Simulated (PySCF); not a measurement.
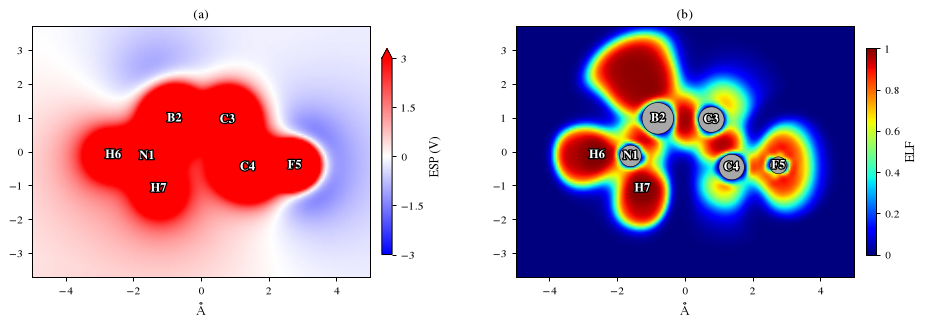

The picture shows: C₂H₆BFN (SMILES N[B]CCF) (doublet). (a) molecular electrostatic potential; (b) ELF on the plane of atoms B2, C3 and C4. Grey discs cover the atomic cores in the ELF map.

Geometry: GFN2-xTB.

Theory: UKS B3LYP, pcH-1 on B C F H N, non-relativistic, mean-field spin-orbit, GIAO in PySCF 2.14.0, density-fitted response routines.

```yaml
atoms:
  - { symbol: N, position_ang: [1.8000, 0.6135, 0.1524] }
  - { symbol: B, position_ang: [1.2697, -0.6509, 0.0784] }
  - { symbol: C, position_ang: [-0.2776, -0.9736, -0.0317] }
  - { symbol: C, position_ang: [-1.1779, 0.2579, -0.0556] }
  - { symbol: F, position_ang: [-2.5073, -0.1053, -0.1579] }
  - { symbol: H, position_ang: [2.7858, 0.8119, 0.2216] }
  - { symbol: H, position_ang: [1.2560, 1.4711, 0.1460] }
  - { symbol: H, position_ang: [-0.5956, -1.6039, 0.8028] }
  - { symbol: H, position_ang: [-0.4807, -1.5536, -0.9356] }
  - { symbol: H, position_ang: [-1.0952, 0.8398, 0.8685] }
  - { symbol: H, position_ang: [-0.9719, 0.8956, -0.9218] }
```

> Describe what can be read from this map.

- The plane passes through N, B, C, F and H nuclei.
- B–N (1.37 Å): the ELF peaks at about 0.95 between the atoms; a polar covalent bond.
- C–F (1.38 Å): the ELF peaks at about 0.85 between the atoms: a polar covalent bond.
- C–C (1.53 Å): the ELF peaks at about 0.95 between the atoms (a covalent bond).
- C–B (1.58 Å): the ELF peaks at about 1 between the atoms; localised, covalent bonding.
- N–H (1.01 Å): the ELF climbs to about 1 towards the hydrogen, as it does in any bond to H (a covalent bond by its length).
- The ELF also peaks beside F5 and B2, away from the bonds: non-bonding electrons, paired or unpaired.
- Outside the dense part of the molecule the potential is most negative (−1.4 V) near F5.
